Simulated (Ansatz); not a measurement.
MoS2 (R3m): refractive index against wavelength

The refractive index of MoS2 (R3m) along x below the direct gap (1.96 eV on the mesh) is read from one computed spectrum, n = √(Re ε). x, y and z are the Cartesian axes of the input cell.

Symmetry: R3m, No. 160, trigonal system. The conventional cell has a = 3.160 Å, b = 3.160 Å, c = 18.450 Å, α = 90.00°, β = 90.00°, γ = 120.00°. Mo on site a is surrounded by 6 S at 2.39 Å. S on site a has 3 Mo at 2.39 Å as nearest neighbours. S on site a is surrounded by 3 Mo at 2.39 Å.

Method: Ansatz 0.2.0, PBE, independent particles, k-mesh 10×10×10 with interpolation inside its cells, Gaussian parameter 0.15 eV.

Launch of the response step: `ansatz run input.yaml --threads 4 --pin off --max-ram 8192MiB --backend cpu --events-out ev --progress --plain --runs-dir out`. The run took 40 s, on 4 threads of Intel(R) Xeon(R) Platinum 8488C (Sapphire Rapids), with other jobs on the host.

| wavelength (nm) | photon energy E (eV) | n |
| --- | --- | --- |
| 3000 | 0.413 | 4.0431 |
| 2000 | 0.620 | 4.0860 |
| 1550 | 0.800 | 4.1410 |
| 1310 | 0.946 | 4.2014 |
| 1064 | 1.165 | ? |

In the single-oscillator model n² − 1 = E₀E_d/(E₀² − E²), so 1/(n² − 1) = E₀/E_d − E²/(E₀E_d) is linear in E².

Working, on the rows shown:

| x = E² (eV²) | y = 1/(n² − 1) |
| --- | --- |
| 0.170801 | 0.0651608 |
| 0.384302 | 0.063713 |
| 0.639837 | 0.0619276 |
| 0.895757 | 0.0600537 |

Means: x̄ = 0.52267, ȳ = 0.062714. Σ(x − x̄)(y − ȳ) = -0.002084, Σ(x − x̄)² = 0.2959. Slope = -0.002084 / 0.2959 = -0.007043; intercept = ȳ − slope · x̄ = 0.066395. Turned back into n, the line misses the rows shown by at most 0.0012.

Q: Predict the last column of the withheld row from the fit.

A: At x = 1.3578 the line gives y = 0.056832, that is 4.3123. The run gave 4.3277, so the extrapolation is off by 0.015, 5 % of the range in the table.

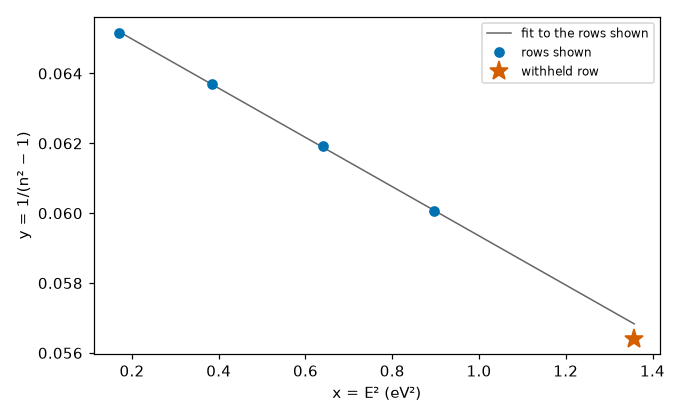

Refitted with all rows, the slope is -0.007377 and the intercept 0.06654. These give E₀ = √(intercept/−slope) = 3.00 eV and E_d = E₀/intercept = 45.1 eV; E₀ is 1.5 times the direct gap. The electronic limit at long wavelengths, without lattice vibrations, is n = √(1 + 1/intercept) = 4.004. Excitons are left out and so are local fields; PBE gaps are as a rule too small. Spin-orbit coupling is left out.
